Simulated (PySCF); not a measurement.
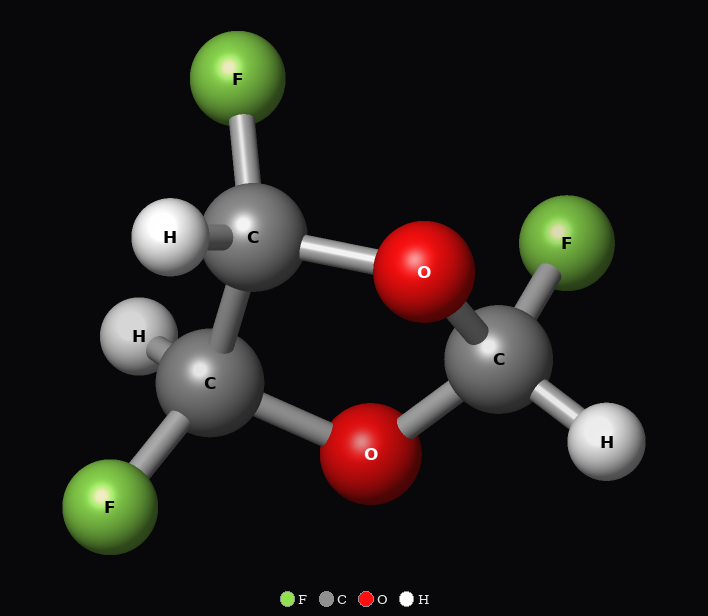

The computed structure is the end point of a GFN2-xTB optimisation. No frequency run is at hand to confirm it as a minimum.

What does the picture show?

It has 11 atoms: 3 carbon, 3 hydrogen, 3 fluorine and 2 oxygen (C3H3F3O2). As SMILES it reads `FC1O[C@@H](F)[C@H](F)O1`. Independent rings (smallest set): 1 of 5 members. Among its groups: ether, C–F bond. Coordination: 3 C tetrahedral; 2 O bent.

More results for the same structure follow; atom numbers are the same in all pictures, views and colours differ.

Shape

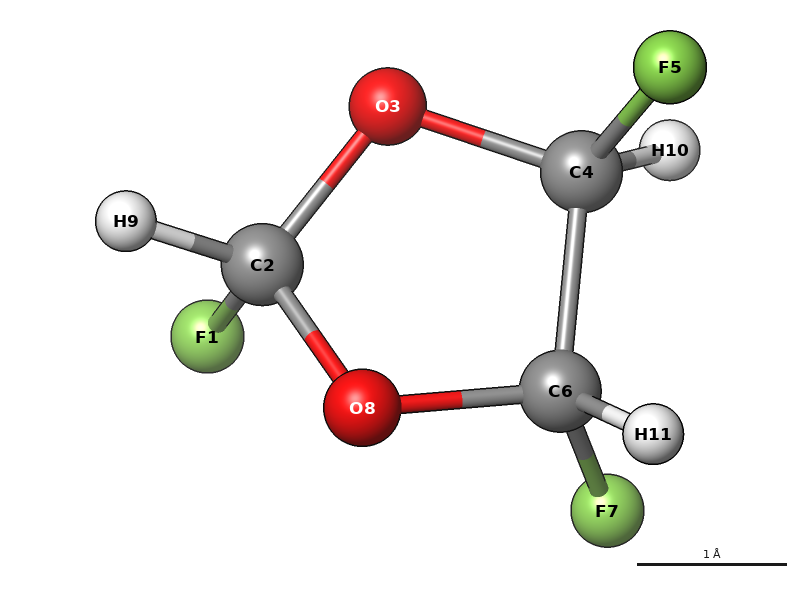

No frequency run is at hand to confirm it as a minimum.

Give these bond angles: F1–C2–H9, C2–O3–C4, O3–C2–O8, O3–C4–F5, O3–C4–C6, O3–C4–H10, C4–C6–F7, C4–C6–H11, F5–C4–H10, C6–C4–H10, O8–C2–H9, O8–C6–H11.

```tsv
angle	degrees
F1–C2–H9	106.8
C2–O3–C4	108.6
O3–C2–O8	108.4
O3–C4–F5	109.0
O3–C4–C6	104.2
O3–C4–H10	112.6
C4–C6–F7	109.7
C4–C6–H11	114.2
F5–C4–H10	107.6
C6–C4–H10	113.7
O8–C2–H9	111.2
O8–C6–H11	110.2
```

Excitation

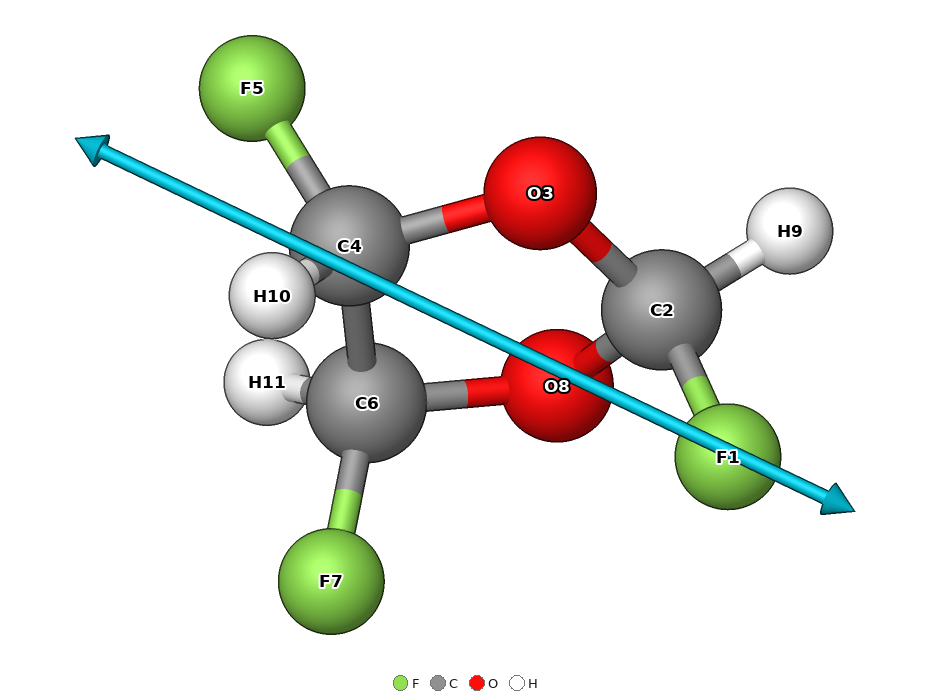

The double arrow shows the direction of the transition dipole to excited singlet state 3 (its length means nothing). No frequency run is at hand to confirm it as a minimum. Level of theory: TDDFT PBE0/def2-SVPD, vertical, gas phase, core orbitals frozen in the response (PySCF 2.14.0).

How is the transition polarised?

Answer. Close to the long direction F1···F5.

Where does the transition lie, and how strong is it?

Answer. 9.84 eV (126 nm), oscillator strength 0.017, mainly HOMO−1 → LUMO (weight 0.54); transition dipole 0.68 D.

NMR shielding

The questions are on isotropic NMR shieldings of the H atoms. No frequency run is at hand to confirm it as a minimum. Level of theory: GIAO PBE0/pcSseg-1 NMR shielding, non-relativistic, gas phase (PySCF 2.14.0).

Give the isotropic NMR shieldings of the H atoms atom by atom.

```
atom  σ (ppm)
  H9    24.85
 H10    25.39
 H11    25.49
```

Quadrupole coupling

No frequency run is at hand to confirm it as a minimum. Electric field gradients from the ground-state density, PBE0/pcSseg-1 (PySCF 2.14.0), non-relativistic apart from any core potentials.

Give the largest field-gradient component, the quadrupole coupling constant and the asymmetry for 17O at O3 (Q = −25.6 mb), 17O at O8 (Q = −25.6 mb).

```json
{"atom": "O3", "V_zz (a.u.)": "1.856", "e²qQ/h (MHz)": "−11.16", "η": "0.89"}
{"atom": "O8", "V_zz (a.u.)": "1.792", "e²qQ/h (MHz)": "−10.78", "η": "0.87"}
```

Ring current

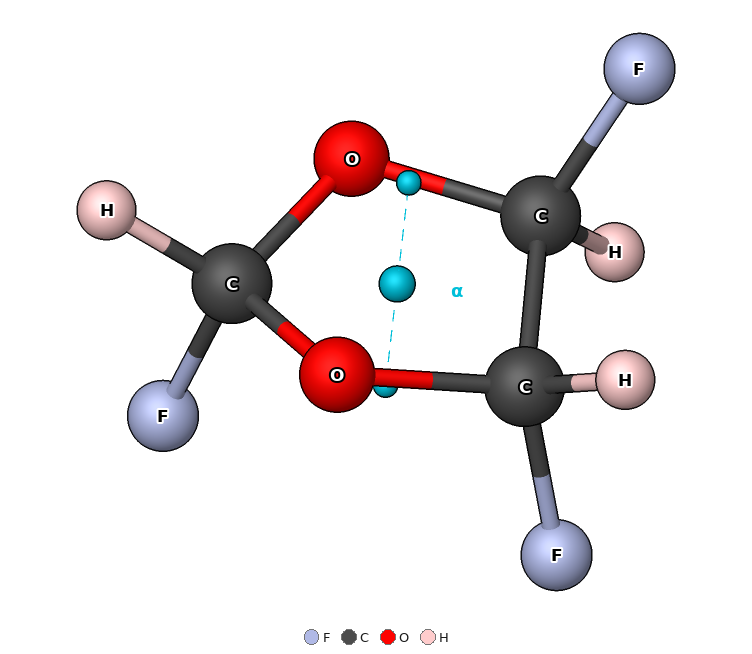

The small points mark where nucleus-independent chemical shifts (NICS) were computed: at the centre of each lettered ring and 1 Å above and below it. No frequency run is at hand to confirm it as a minimum. Level of theory: GIAO PBE0/pcSseg-1 NMR shielding, non-relativistic, gas phase (PySCF 2.14.0).

Give NICS(0), NICS(1) and the out-of-plane component NICS(1)zz for each ring (means of the two sides).

```csv
ring,members,NICS(0),NICS(1),NICS(1)zz
α,C3O2,−8.2,−3.4,−5.8
```

Values in ppm.

What do the values say about the ring currents?

Answer. Ring α: weak, as in a non-aromatic ring. NICS is one index among several.
